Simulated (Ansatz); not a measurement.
CH₃NSe: several calculations on one system

**1. Relaxation**

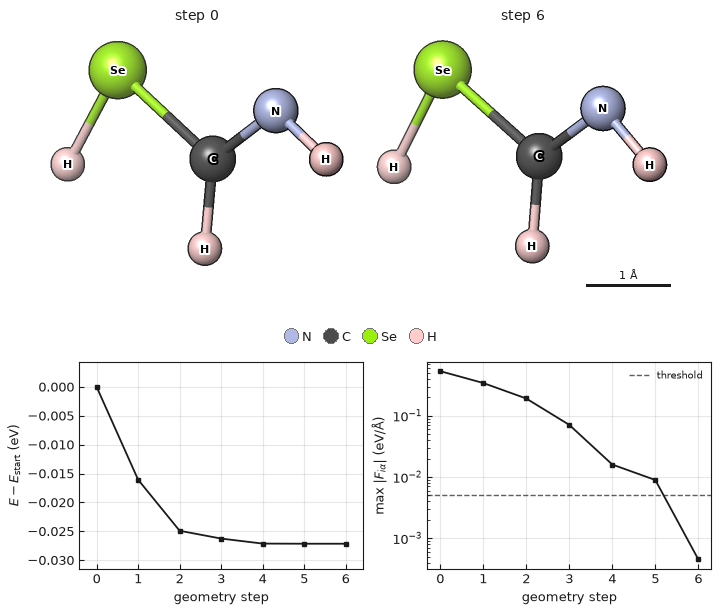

First and last geometry of a relaxation of CH₃NSe, with the history of the run. The picture is a ball-and-stick view, seen from a free direction.

All numbers below come from RKS PBE0-D4/def2-TZVP (Ansatz 0.2.0).

Input
```yaml
crystal:
  periodic: [false, false, false]
  atoms:
    - {symbol: N, position_ang: [-0.831130, -1.033450, -0.436020]}
    - {symbol: C, position_ang: [-0.100880, -0.051420, -0.182790]}
    - {symbol: Se, position_ang: [0.631140, 0.084980, 1.558060]}
    - {symbol: H, position_ang: [-1.217020, -1.092640, -1.372650]}
    - {symbol: H, position_ang: [0.180630, 0.765800, -0.854370]}
    - {symbol: H, position_ang: [1.337250, 1.326730, 1.287770]}
basis:
  gaussian: {orbitals: def2-TZVP}
hamiltonian: {xc: pbe0, dispersion: d4}
relax: {f_tol: 0.005, max_steps: 200}
```

**Did the run converge, and what did it change?**

It converged. The largest move after the best rigid fit is that of H4, 0.078 Å. Largest moves by element: H 0.078 Å, C 0.034 Å, N 0.033 Å, Se 0.019 Å. Some distances before and after: Se3–H6 1.454 → 1.468 Å, C2–Se3 1.893 → 1.902 Å, N1–C2 1.250 → 1.257 Å. Bond angles that change, for instance: C2–N1–H4 117.1° → 111.3°. Over 6 geometry steps the energy falls by 0.027 eV. Largest force component: 0.53 eV/Å at the start, 0.00045 eV/Å at the end. The run took about 18 core-seconds on a shared host.

**2. Relaxation**

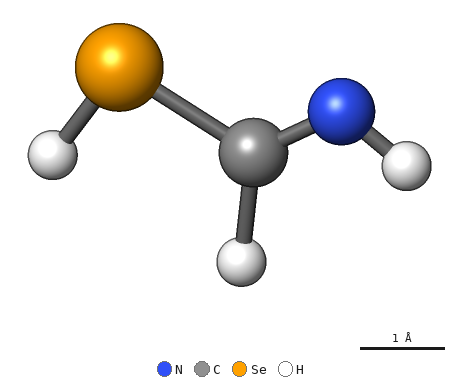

CH$_{3}$NSe, before the constrained relaxation. Style: ball-and-stick. Shown at a tilt.

Method: RKS PBE0-D4/def2-TZVP in Ansatz 0.2.0.

The input:
```yaml
crystal:
  periodic: [false, false, false]
  atoms:
    - {symbol: N, position_ang: [-0.847840, -1.061542, -0.430396]}
    - {symbol: C, position_ang: [-0.111762, -0.078189, -0.165029]}
    - {symbol: Se, position_ang: [0.640929, 0.090321, 1.573982]}
    - {symbol: H, position_ang: [-1.180742, -1.026192, -1.392242]}
    - {symbol: H, position_ang: [0.246979, 0.988262, -1.065288]}
    - {symbol: H, position_ang: [1.338758, 1.343981, 1.262325]}
basis:
  gaussian: {orbitals: def2-TZVP}
hamiltonian: {xc: pbe0, dispersion: d4}
relax: {f_tol: 0.005, max_steps: 200, constraints: [{distance: [1, 4]}]}
```

Q: Where does the constrained relaxation end?

A: H5 moves most after the best rigid fit: 0.026 Å. Largest moves by element: H 0.026 Å, C 0.019 Å, N 0.016 Å, Se 0.008 Å. Among the contacts that change: N1–C2 1.257 → 1.245 Å, C2–Se3 1.902 → 1.893 Å. Bond angles that change, for instance: N1–C2–Se3 119.6° → 121.8°, C2–N1–H4 111.3° → 113.5°. After 6 geometry steps the energy has fallen by 0.012 eV. Largest force component: 0.74 eV/Å at the start, 0.00048 eV/Å at the end. The run took roughly 18 core-seconds on a shared host.

History of the run:

| step | E − E(0), eV | largest force component, eV/Å |
| --- | --- | --- |
| 0 | 0.0000 | 0.7401 |
| 1 | -0.0092 | 0.2999 |
| 2 | -0.0112 | 0.0824 |
| 3 | -0.0115 | 0.0500 |
| 4 | -0.0117 | 0.0403 |
| 5 | -0.0118 | 0.0077 |
| 6 | -0.0118 | 0.0005 |

The structure at the end:

```xyz
6

N    -0.8467   -1.0524   -0.4433
C    -0.1140   -0.0902   -0.1498
Se    0.6450    0.0967    1.5738
H    -1.1844   -1.0271   -1.4007
H     0.2518    0.9817   -1.0407
H     1.3346    1.3478    1.2441
```

**3. Scan**

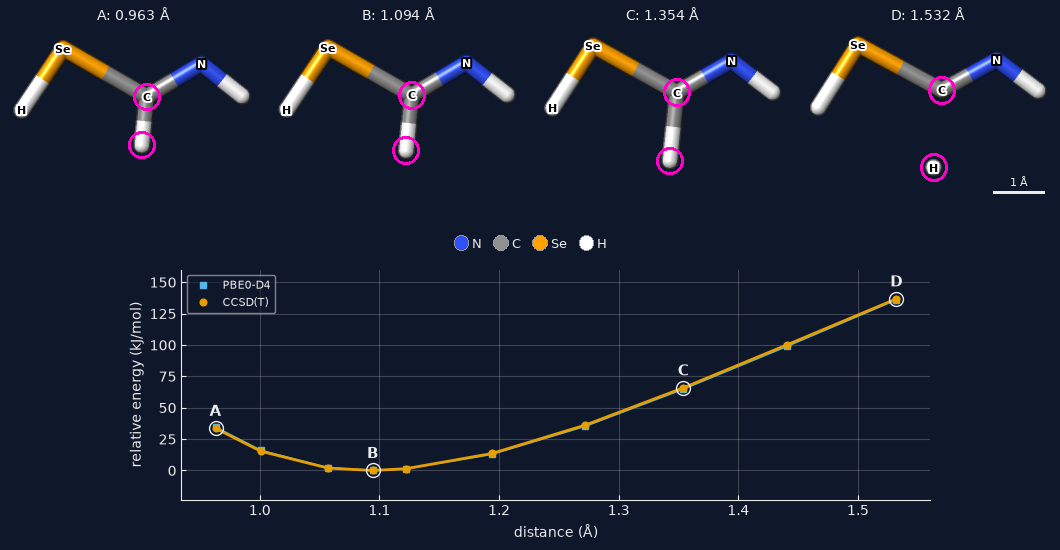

Energy scan for CH3NSe, in which the C–H bond length is varied, with all other coordinates relaxed. The lettered frames are marked on the plot, at the values of CCSD(T). Style: stick. Shown face on. The ringed atoms are those of the scanned coordinate.

Computed with Ansatz: CCSD(T), PBE0-D4, basis def2-TZVPP, on geometries relaxed under the constraint at PBE0-D4/def2-TZVP. Coupled cluster with a frozen core. Energies are counted from the PBE0-D4/def2-TZVP minimum geometry at the same level.

**What does the scan show?**

With CCSD(T): the lowest computed point lies at the distance 1.094 Å (0.0 kJ/mol). At the ends of the scan the energy is 33.6 kJ/mol (0.963 Å) and 136.7 kJ/mol (1.532 Å). The curvature at the lowest point is about 33 eV/Å² (5.2 mdyn/Å). The well is steeper on the short side, as for any bond. At 1.532 Å the levels give PBE0-D4 135.9 kJ/mol, CCSD(T) 136.7 kJ/mol.

The computed points:

Energies in kJ/mol.

```
distance (Å)  CCSD(T)  PBE0-D4
       0.963     33.6     34.6
       1.001     15.3     16.0
       1.057      1.9      2.2
       1.094      0.0      0.0
       1.122      1.4      1.2
       1.194     13.5     12.9
       1.272     36.1     35.2
       1.354     65.8     64.8
       1.441    100.3     99.0
       1.532    136.7    135.9
```

**4. Scan**

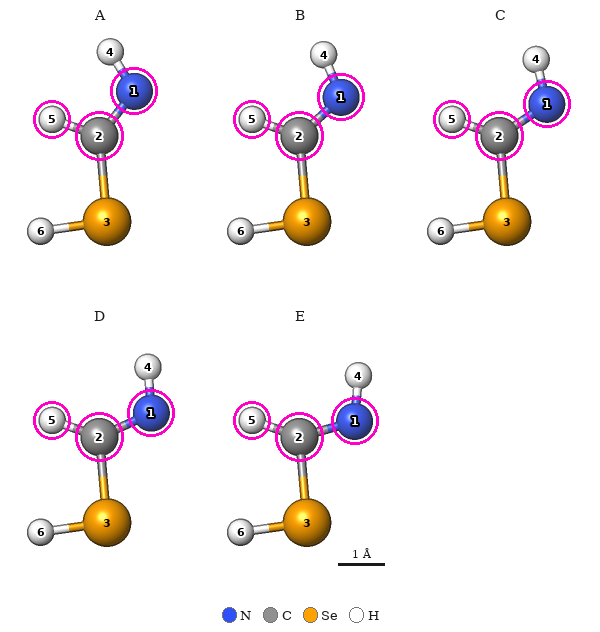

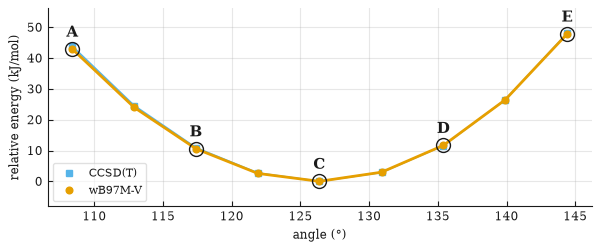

A scan of CH₃NSe: the N1–C2–H5 angle is varied, with the rest of the molecule carried along rigidly. The lettered frames are marked on the plot, at the values of wB97M-V. The picture is a ball-and-stick view, seen onto the plane of the angle. The ringed atoms are those of the scanned coordinate.

Levels of theory: wB97M-V, CCSD(T) (def2-TZVPP, Ansatz), on geometries moved rigidly from the minimum at PBE0-D4/def2-TZVP. Coupled cluster with a frozen core. Energies are counted from the PBE0-D4/def2-TZVP minimum geometry at the same level.

### Describe the profile.

With wB97M-V: of the computed points the lowest is at the angle 126.4°, 0.0 kJ/mol. At the ends of the scan the energy is 42.9 kJ/mol (108.4°) and 47.8 kJ/mol (144.4°). The curvature at the lowest point is about 9.3 eV/rad². At 144.4° the levels give wB97M-V 47.8 kJ/mol, CCSD(T) 48.0 kJ/mol.
